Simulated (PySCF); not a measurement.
SMILES c1c(C#[NH+])cccc1 (C₇H₆N (cation, charge +1)) at its B3LYP/def2-SVP optimised geometry (Å):

```
14

N      1.9803     2.3502     0.0001
C      1.3975     1.3507     0.0001
C      0.6909     0.1383     0.0000
C      1.4131    -1.0835     0.0000
C      0.6992    -2.2749     0.0000
C     -0.7036    -2.2562    -0.0001
C     -1.4130    -1.0458    -0.0001
C     -0.7282     0.1625     0.0000
H      2.4909     3.2260     0.0000
H      2.5048    -1.0835     0.0000
H      1.2353    -3.2260     0.0000
H     -1.2533    -3.2007    -0.0001
H     -2.5048    -1.0490    -0.0001
H     -1.2670     1.1120     0.0000
```

Method: B3LYP/def2-TZVP run with PySCF 2.14.0. Cells within 0.4 Å of a nucleus heavier than hydrogen are left out (blank, or x).

Map of the Laplacian of the electron density (e/bohr⁵), clipped to [-1.50, 1.50] on the plane z = 0.0 Å:

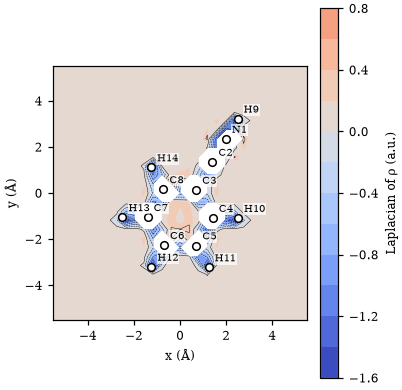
Figure: Laplacian of the electron density (e/bohr⁵), clipped to [-1.50, 1.50] on the plane z = 0.0 Å.
